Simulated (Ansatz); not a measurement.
**C₂H₆F₂Ge: how energies converge with the basis set**

Aim: see how fast density functionals converge with the basis set for C₂H₆F₂Ge.

Method: one geometry, several basis sets; program: Ansatz 0.2.0, Gaussian basis.

Plan: PBE0-D4/def2-SVP; ωB97M-V/def2-SVP; PBE0-D4/def2-QZVPP; ωB97M-V/def2-QZVPP; the functionals' def2-TZVPP values are taken from earlier runs.

**1. The relaxed structure**

All runs share one geometry, relaxed beforehand with PBE0-D4 in a triple-zeta def2 set.

11 atoms, charge 0, spin multiplicity 1.

Atoms are counted from 1 here; the program's logs count them from 0.

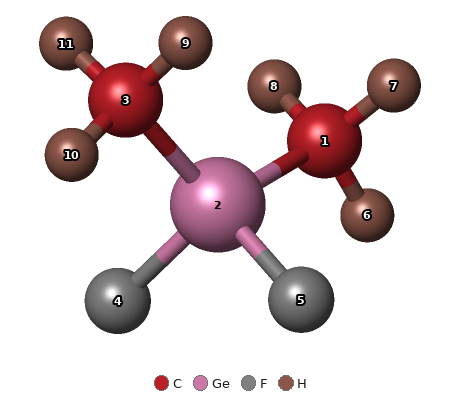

The structure; carbon red, germanium pink, fluorine grey, hydrogen brown; atoms are numbered from 1 in the order of the file.

**2. PBE0-D4 in def2-SVP**

Input file in.yaml:

```yaml
crystal:
  periodic: [false, false, false]
  atoms:
    - {symbol: C, position_ang: [-1.558314, 0.465037, 0.527930]}
    - {symbol: Ge, position_ang: [0.155810, 0.441357, -0.350251]}
    - {symbol: C, position_ang: [1.388463, -1.016899, -0.097182]}
    - {symbol: F, position_ang: [-0.124615, 0.603496, -2.056386]}
    - {symbol: F, position_ang: [0.983222, 1.909020, 0.070675]}
    - {symbol: H, position_ang: [-2.088204, 1.374972, 0.246107]}
    - {symbol: H, position_ang: [-1.427396, 0.448689, 1.610484]}
    - {symbol: H, position_ang: [-2.148774, -0.400438, 0.225209]}
    - {symbol: H, position_ang: [1.660137, -1.102259, 0.955547]}
    - {symbol: H, position_ang: [2.287429, -0.826699, -0.683588]}
    - {symbol: H, position_ang: [0.937640, -1.953178, -0.428044]}
basis:
  gaussian: {orbitals: def2-SVP}
hamiltonian: {xc: pbe0, dispersion: d4}
output: {orbitals: {seedname: orbitals}}
```

Started as:

```console
$ ansatz run in.yaml --threads 4 --pin off --events-out ev --progress --plain --max-ram 10444MiB
```

The runs that follow: ωB97M-V in def2-SVP; PBE0-D4 in def2-QZVPP; ωB97M-V in def2-QZVPP.

Before running them: what should the planned runs give, taken together? Wanted: PBE0-D4: double and triple zeta above quadruple; ωB97M-V: double and triple zeta above quadruple.

The runs gave:

| quantity | value |
| --- | --- |
| PBE0-D4: double and triple zeta above quadruple | 18.17, 1.67 eV |
| ωB97M-V: double and triple zeta above quadruple | 18.40, 1.62 eV |

**Reading.** For PBE0-D4 the step from double to triple zeta gains 16.50 eV and the next only 1.67 eV. These are total energies; as a rule much of such shifts cancels in differences, which this series doesn't test. The LUMO of ωB97M-V is positive and keeps falling with the basis (2.66 to 1.30 eV): an unbound level that the basis holds in place.
